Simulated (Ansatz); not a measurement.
Input

```
crystal:
  periodic: [false, false, false]
  atoms:
    - {symbol: C, position_ang: [-0.041696, -0.104073, -0.234922]}
    - {symbol: C, position_ang: [-0.435872, 0.382094, 0.928587]}
    - {symbol: F, position_ang: [1.041314, -0.875109, -0.428292]}
    - {symbol: F, position_ang: [-0.665147, 0.100205, -1.397702]}
    - {symbol: H, position_ang: [-0.163308, 0.395571, 1.983319]}
basis:
  gaussian:
    orbitals: def2-TZVPD
magnetization:
  spin_polarized: true
  initial_magnetization: 1
hamiltonian:
  xc: {name: PBE0}
output: {forces: true, orbitals: {seedname: orbitals}}
```

Run with:

```sh
ansatz run input.yaml --threads 1 --pin off --max-ram 2610MiB --events-out events.jsonl --progress --plain --runs-dir runs
```

Geometry: BLYP-D3(BJ)/def2-SVP.

Method: isolated molecule in a Gaussian basis; Kohn-Sham density functional theory, functional PBE0 (Ansatz 0.2.0).

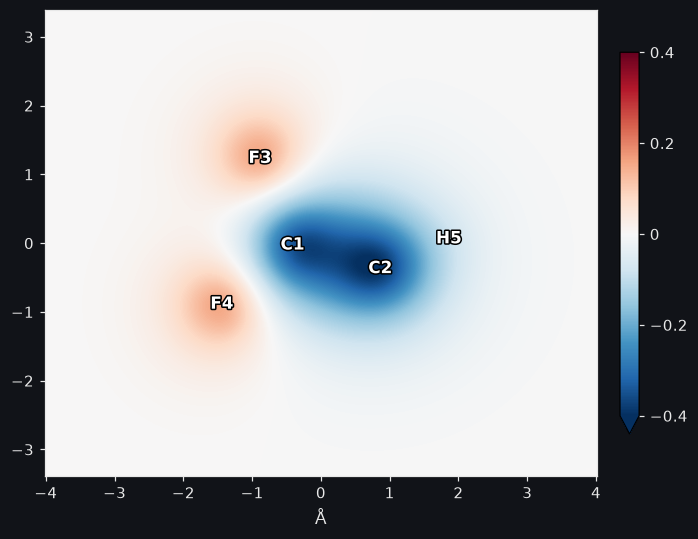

C2HF2 (doublet). One frontier orbital on a plane 0.8 Å above the molecular plane (values in Å⁻³ᐟ²; the overall sign is arbitrary).

> Which orbital is it: HOMO (β) or LUMO (β)?

The HOMO (β), at −7.91 eV. It lies mainly on C2 (about 45 %), C1 (about 30 %), F3 (about 10 %) and F4 (about 10 %); it changes sign across the molecular plane (π type); π-bonding across C1–C2; π-antibonding (a node) across C1–F3 and C1–F4.
